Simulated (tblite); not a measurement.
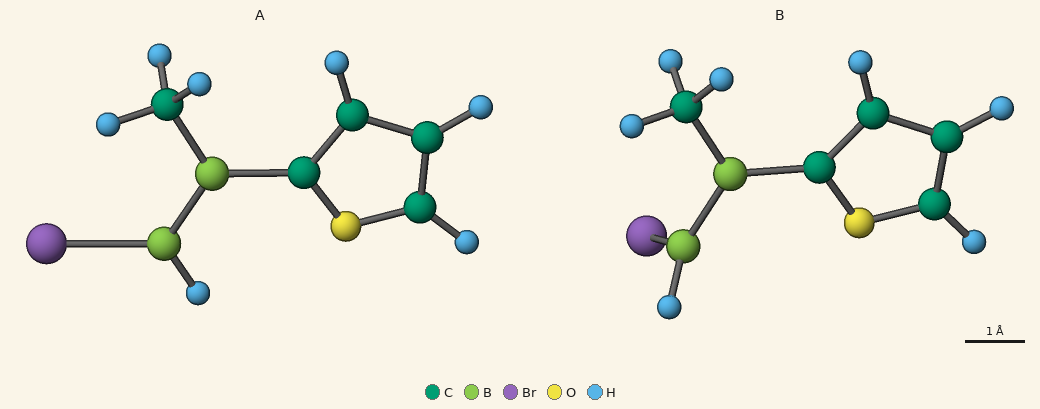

Two geometries of C5H7B2BrO, drawn at one scale. One is the start of a relaxation, the other its converged end. A ball-and-stick model, seen at a tilt.

Computed with GFN2-xTB geometry optimisation, gas phase in tblite. 

Which one is relaxed?

Answer. Structure B is the relaxed one. Over 129 geometry steps the energy falls by 0.541 eV. The Br atom moves most after the best rigid fit: 2.07 Å. By element the largest moves are Br 2.07 Å, H 1.50 Å, C 0.17 Å, B 0.17 Å, O 0.14 Å. Among the contacts that change: B–Br 2.015 → 1.877 Å, C–O 1.315 → 1.370 Å, B–C 1.577 → 1.537 Å, C–H 1.122 → 1.088 Å. Bond angles that change, for instance: B–C–C 125.7° → 132.9°, O–C–H 123.6° → 117.6°, B–C–O 124.6° → 119.4°. Groups turn about B–B by about 90°.
